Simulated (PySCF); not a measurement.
**One shape, several levels: CH7AlN2 (SMILES [CH3][Al]([NH2])[NH2])**

Wanted: a comparison of 3 runs (MP2/STO-3G, MP2/def2-SVP, MP2/def2-TZVP) of CH7AlN2. 

Program for the calculation: PySCF 2.14.0.

## 1. Starting point

CH7AlN2 has 11 atoms, charge 0, and is taken as a singlet. SMILES: `[CH3][Al]([NH2])[NH2]`. The shape is that of a PBE0-D4/def2-TZVP optimisation.

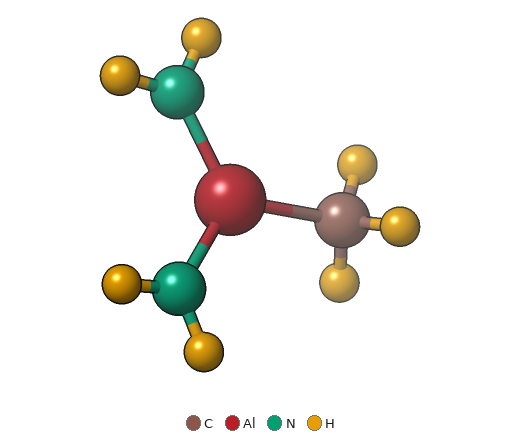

The structure, seen from a chosen angle (carbon brown, aluminium red, nitrogen teal, hydrogen amber).

## 2. The energy at MP2/STO-3G (run 1)

File calc.py:

```python
from pyscf import gto, mp

mol = gto.M(
    atom='''
C     -1.231900     1.187500    -0.192100
Al     0.166900    -0.152400     0.024300
N      0.532900    -0.828100     1.622700
N      1.097300    -0.731900    -1.369600
H     -1.193100     1.666000    -1.174300
H     -1.154700     1.976000     0.562100
H     -2.226500     0.743100    -0.086400
H      1.225500    -1.529600     1.825100
H      0.061500    -0.557300     2.469700
H      0.960800    -0.405300    -2.311700
H      1.826800    -1.425000    -1.349100
''',
    max_memory=1860,
    basis='sto-3g',
    charge=0,
    verbose=3,
    spin=0,
)

hf = mol.RHF()
hf.conv_tol = 1e-10
hf.kernel()
if not hf.converged:
    hf = hf.newton().run(hf.mo_coeff, hf.mo_occ)

pt = mp.MP2(hf, frozen=8).run()
energy = pt.e_tot
print('E(%s) = %.9f' % ('MP2', energy))
```

The run is started by

```
$ OMP_NUM_THREADS=1 python calc.py
```

The log of the run:

```text
converged SCF energy = -388.060770277599
E(RMP2) = -388.224578833283  E_corr = -0.163808555683838
E(SCS-RMP2) = -388.240095968391  E_corr = -0.179325690791733
E(MP2) = -388.224578833
```

Wall time 0.72 s (1 thread of Arm Neoverse V2, shared host); peak memory 0.12 GiB.

## 3. The energy at MP2/def2-SVP (run 2)

calc.py: that of step 2 with these lines changed.

```diff
@@ -2,3 +2,3 @@
 
-mol = gto.M(
+molecule = gto.M(
     atom='''
@@ -16,17 +16,15 @@
 ''',
+    verbose=3,
     max_memory=1860,
-    basis='sto-3g',
-    charge=0,
-    verbose=3,
-    spin=0,
+    basis='def2-svp',
 )
 
-hf = mol.RHF()
-hf.conv_tol = 1e-10
-hf.kernel()
-if not hf.converged:
-    hf = hf.newton().run(hf.mo_coeff, hf.mo_occ)
+mf = molecule.RHF()
+mf.conv_tol = 1e-10
+mf.kernel()
+if not mf.converged:
+    mf = mf.newton().run(mf.mo_coeff, mf.mo_occ)
 
-pt = mp.MP2(hf, frozen=8).run()
+pt = mp.MP2(mf, frozen=8).run()
 energy = pt.e_tot
-print('E(%s) = %.9f' % ('MP2', energy))
+print('E = %.10f Eh' % energy)
```

The run is started by

```
$ OMP_NUM_THREADS=1 python calc.py
```

The log of the run:

```text
converged SCF energy = -392.655084198255
E(RMP2) = -393.209493013582  E_corr = -0.554408815327293
E(SCS-RMP2) = -393.20771940442  E_corr = -0.552635206165
E = -393.2094930136 Eh
```

It took 2 s on 1 thread of Arm Neoverse V2, shared host; peak memory 0.23 GiB.

## 4. The energy at MP2/def2-TZVP (run 3)

File calc.py:

```python
from pyscf import gto, scf, mp

system = gto.M(
    atom=[
    ('C', (-1.231900, 1.187500, -0.192100)),
    ('Al', (0.166900, -0.152400, 0.024300)),
    ('N', (0.532900, -0.828100, 1.622700)),
    ('N', (1.097300, -0.731900, -1.369600)),
    ('H', (-1.193100, 1.666000, -1.174300)),
    ('H', (-1.154700, 1.976000, 0.562100)),
    ('H', (-2.226500, 0.743100, -0.086400)),
    ('H', (1.225500, -1.529600, 1.825100)),
    ('H', (0.061500, -0.557300, 2.469700)),
    ('H', (0.960800, -0.405300, -2.311700)),
    ('H', (1.826800, -1.425000, -1.349100)),
],
    verbose=3,
    basis='def2-tzvp',
    spin=0,
    max_memory=1860,
    charge=0,
)

mf = scf.RHF(system)
mf.conv_tol = 1e-10
mf.kernel()
if not mf.converged:
    mf = mf.newton().run(mf.mo_coeff, mf.mo_occ)

pt = mp.MP2(mf, frozen=8).run()
e_final = pt.e_tot
print('Final energy', e_final)
```

The run is started by

```
$ OMP_NUM_THREADS=1 python calc.py
```

The log of the run:

```text
converged SCF energy = -392.920106087907
E(RMP2) = -393.59186917373  E_corr = -0.671763085823106
E(SCS-RMP2) = -393.591248254094  E_corr = -0.671142166187283
Final energy -393.5918691737296
```

Run time: 13 s. Hardware: 1 thread of Arm Neoverse V2, shared host; peak memory 1.2 GiB.

## 5. The series

| run | level | energy (Eh) | dipole moment (D) of the reference | HOMO energy (eV) | LUMO energy (eV) | wall time |
| --- | --- | --- | --- | --- | --- | --- |
| 1 | MP2/STO-3G | -388.224579 | 0.43 | -7.20 | 10.78 | 0.72 s |
| 2 | MP2/def2-SVP | -393.209493 | 0.70 | -10.06 | 3.40 | 2 s |
| 3 | MP2/def2-TZVP | -393.591869 | 0.61 | -10.20 | 2.79 | 13 s |

## 6. Outcome

```
                                          quantity          value
                               run 3: total energy  -393.59187 Eh
       run 3: dipole moment (Hartree–Fock density)         0.61 D
        run 3: HOMO energy (Hartree–Fock orbitals)      -10.20 eV
        run 3: LUMO energy (Hartree–Fock orbitals)        2.79 eV
      run 3: HOMO–LUMO gap (Hartree–Fock orbitals)       12.99 eV
run 3: correlation energy (8 core orbitals frozen)     -671.8 mEh
```

In run 1 the basis is minimal, so the values are rough. All runs together took 16 s, the longest 13 s.
